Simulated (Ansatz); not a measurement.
**Pressure series in AlP**

Base system: AlP in the zinc blende structure (space group F-43m, No. 216; a = 5.508 Å).

Cell and atoms are relaxed at each pressure.

Calculations: PBE (Ansatz, an electronic-structure program; PAW; 420 eV plane waves; spin-orbit coupling left out).

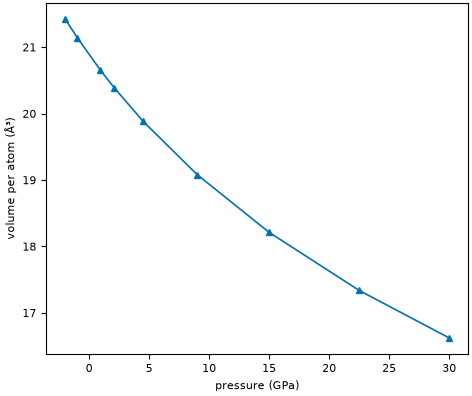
Figure. Volume against pressure

Task: Estimate the zero-pressure bulk modulus from the plot.

Result: About 83 GPa; a third-order Birch–Murnaghan fit to the points gives V₀ = 20.88 Å³/atom, B₀ = 83 GPa and B₀′ = 4.0.

Between the base and pressure 9 GPa the gap moves from 1.63 eV to 1.45 eV, a mean slope of -21 meV/GPa.

Load acts through the strain it causes; cell and atoms are relaxed under it. Stability against distortions was not tested. Measured, AlP leaves this structure (for the NiAs type) near 14.2 GPa (temperature not stated; as listed in Datta, Sujoy, Jana, Debnarayan, arXiv (2020)), on rising pressure, with hysteresis.
